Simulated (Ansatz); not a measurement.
## Electronic structure of ClGaH2O2···HBr in real space

The calculation's input:

```
crystal:
  periodic: [false, false, false]
  atoms:
    - { symbol: Ga, position_ang: [-0.725986, 0.368292, -0.205362] }
    - { symbol: Br, position_ang: [2.703466, -0.657187, 0.803583] }
    - { symbol: O, position_ang: [-0.28956, 1.285203, -1.627907] }
    - { symbol: O, position_ang: [-1.296789, 1.143733, 1.253794] }
    - { symbol: H, position_ang: [1.802717, -1.762409, 0.464227] }
    - { symbol: Cl, position_ang: [-0.714287, -1.8466, -0.304167] }
    - { symbol: H, position_ang: [0.045533, 0.844522, -2.392453] }
    - { symbol: H, position_ang: [-1.525094, 0.624346, 2.008286] }
basis:
  gaussian: { orbitals: def2-SVP }
hamiltonian:
  xc: hf
relax:
  f_tol: 0.03
  max_steps: 50
output:
  orbitals: {}
```

Launched as:

```sh
ansatz run input.yaml --threads 2 --pin off --max-ram 3072MiB --backend cpu --events-out ev --progress --plain --runs-dir out
```

The fields are those of the run's last geometry, not of the input's.

Level of theory: RHF/def2-SVP (Ansatz).

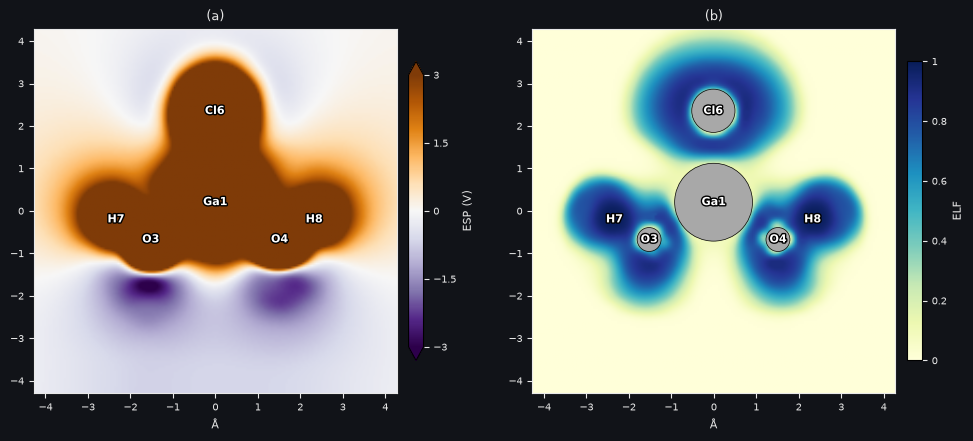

Figure 1. (a) electrostatic potential; (b) electron localisation function on the plane of atoms Ga1, O3 and H7. Grey discs cover the atomic cores in the ELF map.

### What does the map show?

- Atoms in the plane: Ga, O, Cl and H.
- Ga–O (1.75 Å): the ELF peaks at about 0.85 in the valence shell of O, 0.6 Å from its nucleus, and is about 0.25 at the midpoint.
- Ga–Cl (2.16 Å): the ELF peaks at about 0.85 in the valence shell of Cl, 0.9 Å from its nucleus, and is about 0.55 at the midpoint.
- O–H (0.94 Å): the ELF climbs to about 1 towards the hydrogen, as it does in any bond to H; a covalent bond by its length.
- The ELF also peaks beside O4, O3 and Cl6, away from the bonds: lone-pair regions.
- Outside the dense part of the complex the potential is most negative (−3.1 V) near O3 and O4.

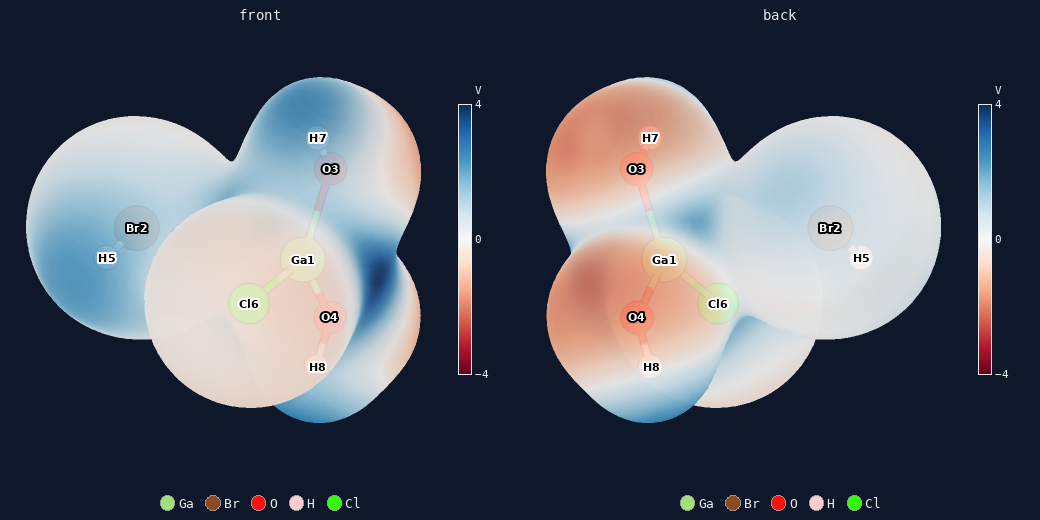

Figure 2. The electrostatic potential painted on the density surface at 0.002 e/bohr³, seen from the front and from behind; red is negative and blue positive.

### Describe the electrostatic potential map.

The most negative region (about −2.0 V) lies over O3 and O4, the most positive (about +3.5 V) over Ga1. Br2 shows a σ-hole: about +1.1 V at the tip opposite its bond, against about 0.0 V on its flanks.

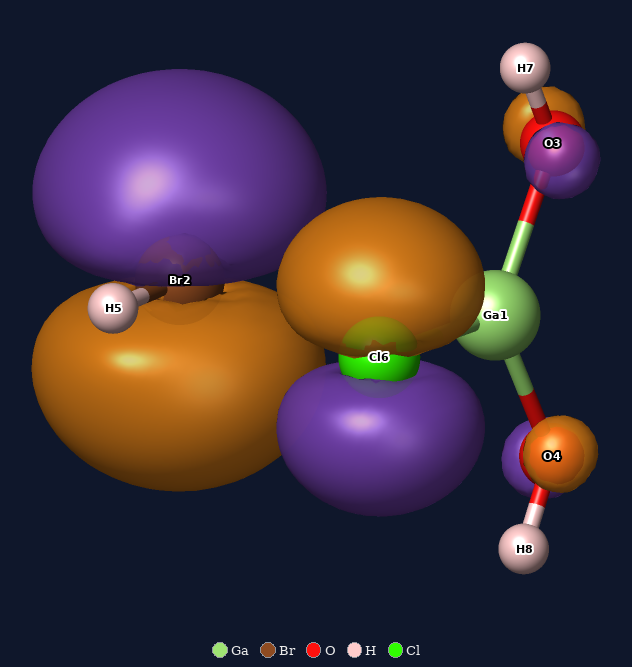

Figure 3. The HOMO−1 at ±0.08 Å⁻³ᐟ² (orange and purple are the two phases), seen at a tilt.

### What is the character of this orbital?

Its weight (Hirshfeld) is mainly on Br2 (about 75 %) and Cl6 (about 15 %); largely a lone pair of Br2. Its energy is −12.33 eV.
